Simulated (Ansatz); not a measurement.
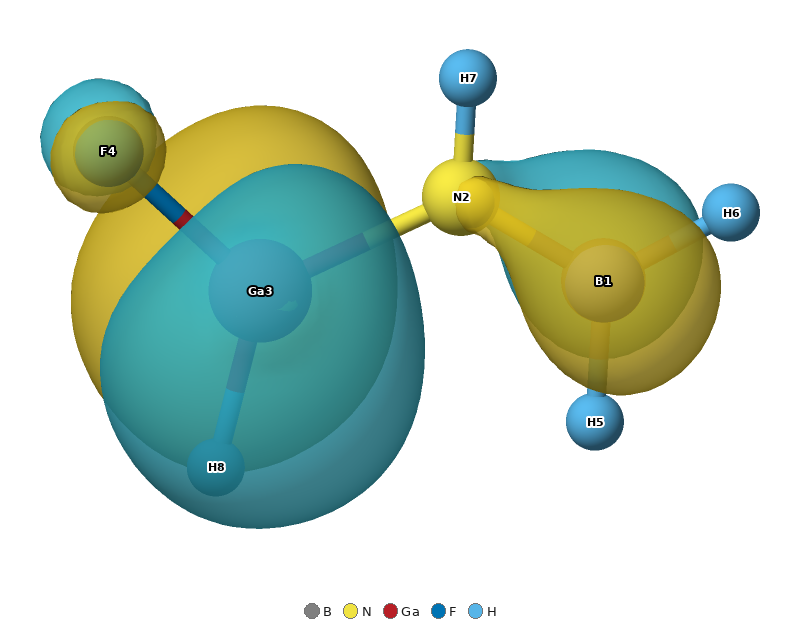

BFGaH4N. One frontier orbital at ±0.1 Å⁻³ᐟ² (yellow and cyan are the two phases), seen at a tilt.

Geometry: PBE0-D4/def2-TZVP.

Theory: Ansatz, RKS PBE0-D4/def2-TZVPP.

| atom | x (Å) | y (Å) | z (Å) |
| --- | --- | --- | --- |
| B | 0.4842 | 1.3295 | -0.3363 |
| N | 0.1405 | 0.2796 | 0.5214 |
| Ga | -0.5125 | -1.3352 | -0.0592 |
| F | -0.8370 | -2.4247 | 1.2794 |
| H | 0.3468 | 1.1731 | -1.5197 |
| H | 0.9064 | 2.3616 | 0.1027 |
| H | 0.2556 | 0.4093 | 1.5168 |
| H | -0.7841 | -1.7932 | -1.5050 |

> Which orbital is it: HOMO or LUMO?

The LUMO, at −1.18 eV. By Hirshfeld shares it lies mainly on Ga3 (about 70 %), B1 (about 15 %) and H8 (about 5 %); it changes sign across the molecular plane (π type).
